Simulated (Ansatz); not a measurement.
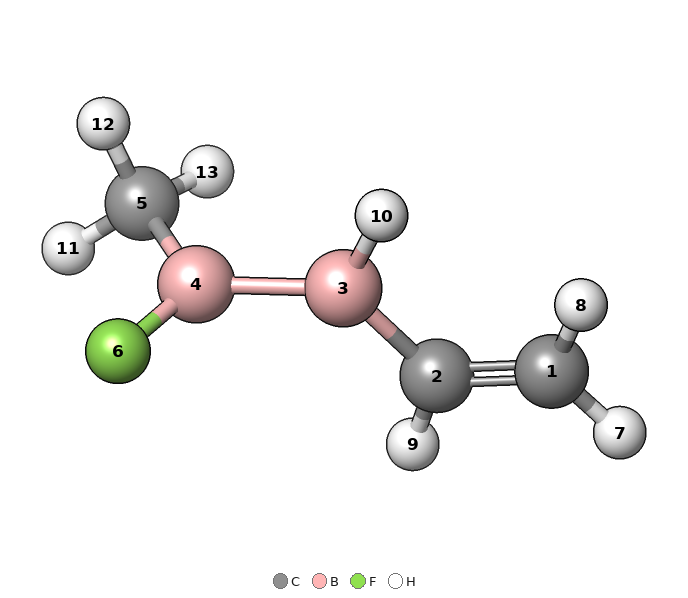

The atoms are numbered. Computed geometry: PBE0-D4/def2-TZVP optimisation. No frequency run is at hand to confirm it as a minimum.

Estimate the angles C2–C1–H7, C2–C1–H8, C1–C2–B3, C1–C2–H9, B3–C2–H9, C2–B3–B4, C2–B3–H10, B4–B3–H10, B3–B4–C5, B3–B4–F6, C5–B4–F6, B4–C5–H11, B4–C5–H12, B4–C5–H13.

```json
{"angle": "C2–C1–H7", "degrees": "122.8"}
{"angle": "C2–C1–H8", "degrees": "120.6"}
{"angle": "C1–C2–B3", "degrees": "120.9"}
{"angle": "C1–C2–H9", "degrees": "117.2"}
{"angle": "B3–C2–H9", "degrees": "121.9"}
{"angle": "C2–B3–B4", "degrees": "125.4"}
{"angle": "C2–B3–H10", "degrees": "115.5"}
{"angle": "B4–B3–H10", "degrees": "119.1"}
{"angle": "B3–B4–C5", "degrees": "124.6"}
{"angle": "B3–B4–F6", "degrees": "119.1"}
{"angle": "C5–B4–F6", "degrees": "116.2"}
{"angle": "B4–C5–H11", "degrees": "111.6"}
{"angle": "B4–C5–H12", "degrees": "107.5"}
{"angle": "B4–C5–H13", "degrees": "114.4"}
```
